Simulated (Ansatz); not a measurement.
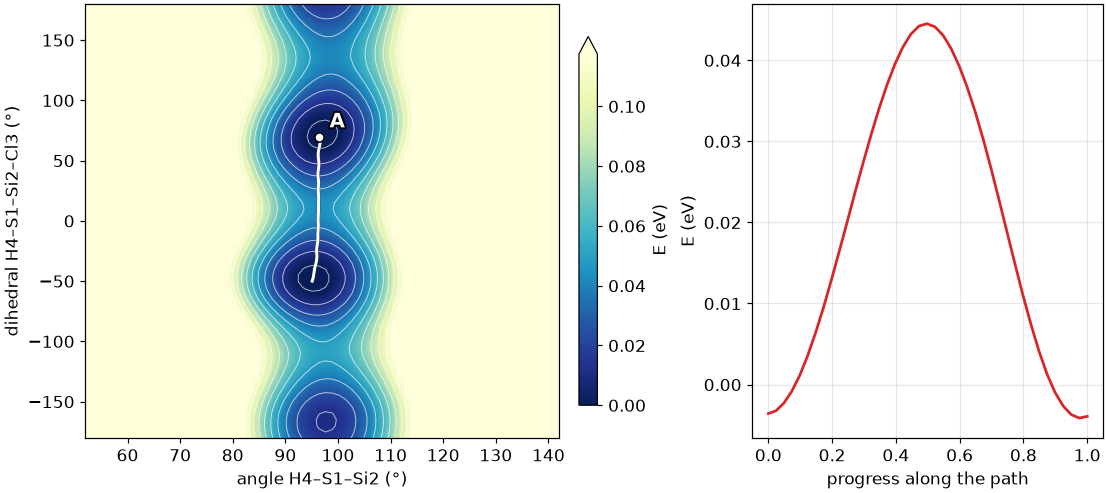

ClH4SSi, SMILES [SH2+][SiH2]Cl, charge +1. First axis: angle H4–S1–Si2. Second axis: dihedral H4–S1–Si2–Cl3. Nothing is relaxed (all other coordinates rigid). The scan uses a 15 × 15 grid. All energies are given in eV relative to the lowest grid point. Theory: RKS PBE0-D4/def2-TZVP in Ansatz.

In the figure: a smooth colour map with a few white contour lines, a line along the lowest path, one colour for all values above the top of the scale, the energy along the path at the right, the start A. Between grid points the surface is interpolated.

Q: Describe the path and its barrier.

A: The easiest path leads from the well at about angle H4–S1–Si2 = 96°, dihedral H4–S1–Si2–Cl3 = 70° to a well of about the same depth at about angle H4–S1–Si2 = 95°, dihedral H4–S1–Si2–Cl3 = −50°. Its highest point lies about 0.048 eV above the bottom of the first well on the interpolated surface, at angle H4–S1–Si2 = 97.0°, dihedral H4–S1–Si2–Cl3 = 12°. The start is the relaxed structure and all else is held, so a fully relaxed path at this level can only be lower.
